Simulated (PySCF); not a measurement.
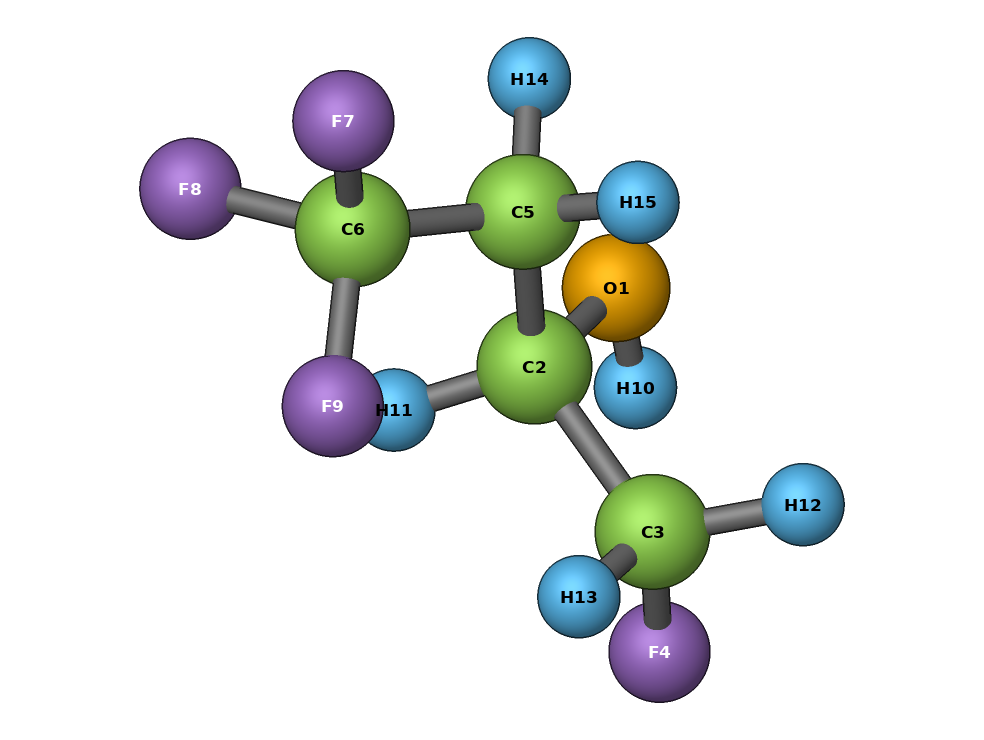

Geometry: a frame of a GFN2-xTB molecular-dynamics simulation, not a minimum. Level of theory: GIAO PBE0/pcSseg-1 NMR shielding, non-relativistic, gas phase (PySCF 2.14.0). Principal shieldings σ11 ≤ σ22 ≤ σ33, span Ω = σ33 − σ11, skew κ = 3(σiso − σ22)/Ω.

Give the shielding tensors of the F atoms.

```
atom    σ11    σ22    σ33   σiso      Ω      κ
  F4  370.5  446.4  472.6  429.8  102.1  −0.49
  F7  157.7  240.0  337.6  245.1  179.9   0.08
  F8  157.7  240.7  344.3  247.6  186.6   0.11
  F9  157.6  241.2  340.1  246.3  182.5   0.08
```

Shieldings and span in ppm.
